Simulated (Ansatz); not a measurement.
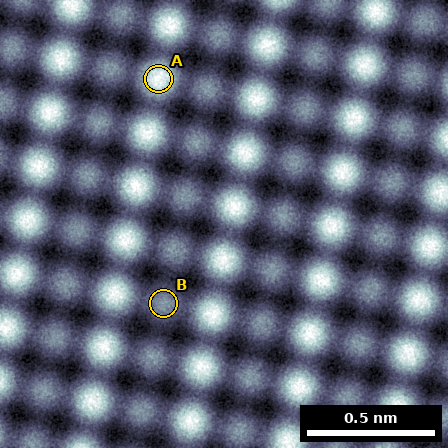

Dark-field STEM-like image of YbGe$_{2}$ (P6/mmm, No. 191) along [210]. Simulation: incoherent imaging, intensity Z^1.8 per atom, probe width 1.27 Å, thin sample. The display is stretched by a gamma of 0.65; percentages refer to the linear signal. Shot noise was added. Structure used: the end point of a relaxation at fixed volume with DFT PBEsol, scalar-relativistic, plane waves, PAW (Ansatz 0.2.0); the starting structure was generated, so it need not be a known form of this composition.

```
CELL_PARAMETERS angstrom
4.32118 0.00000 0.00000
-2.16059 3.74225 0.00000
0.00000 0.00000 3.93194
ATOMIC_POSITIONS crystal
Yb 0.00000 0.00000 0.00000
Ge 0.33333 0.66667 0.50000
Ge 0.66667 0.33333 0.50000
```

Q: Which atoms make up the marked columns?

A: Yb (1 Yb per 7.48 Å along the beam; the brightest kind). B: Ge (2 Ge per 7.48 Å along the beam; about 45 % of the brightest peak). Brightness is counted from the darkest point of the image.
